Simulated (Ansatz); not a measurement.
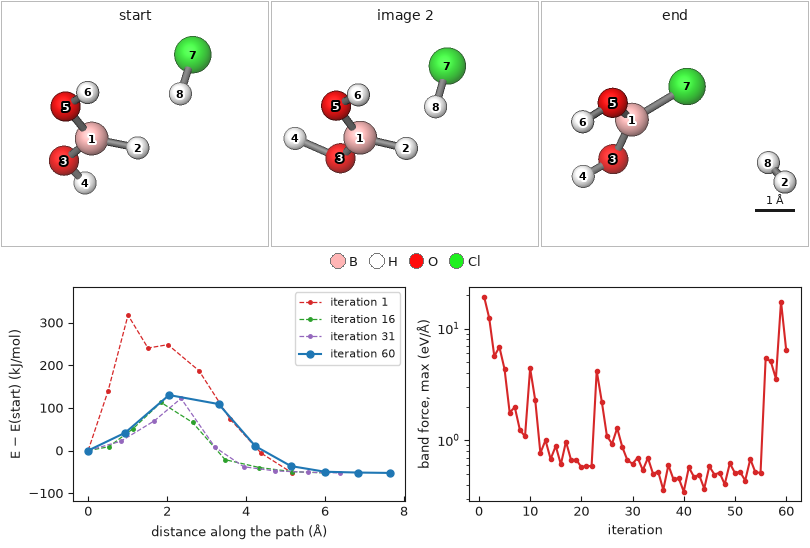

A search for the minimum-energy path of BH4O2Cl by the nudged elastic band. Images are numbered from 0 (start) to 8 (end). The plot follows the band through its iterations. A ball-and-stick model, seen from a free direction.

The calculation used RKS revPBE/def2-SVP in Ansatz. Settings: 7 movable images; climbing image; force threshold 0.03 eV/Å; iteration limit 60; optimiser L-BFGS; largest step 0.5 Å; starting path through a guess of the saddle point.

Did the band converge, and can the barrier be trusted?

The result isn't final. The band hadn't converged when the run stopped after 60 iterations. The largest component of the band force went from 19 to 6.5 eV/Å. The barrier read from it is provisional: over the last two iterations the highest image moved from 109.5 kJ/mol to 130.2 kJ/mol. The step length is far from the usual. The first iteration put the highest image at 317.5 kJ/mol. Forward barrier 130.2 kJ/mol, backward barrier 182.6 kJ/mol, with image 2 at the top; the reaction energy is −52.5 kJ/mol.

The run took 5.8 min on 1 thread of Intel(R) Xeon(R) 6975P-C (Granite Rapids) (shared host), peak memory 0.12 GiB.
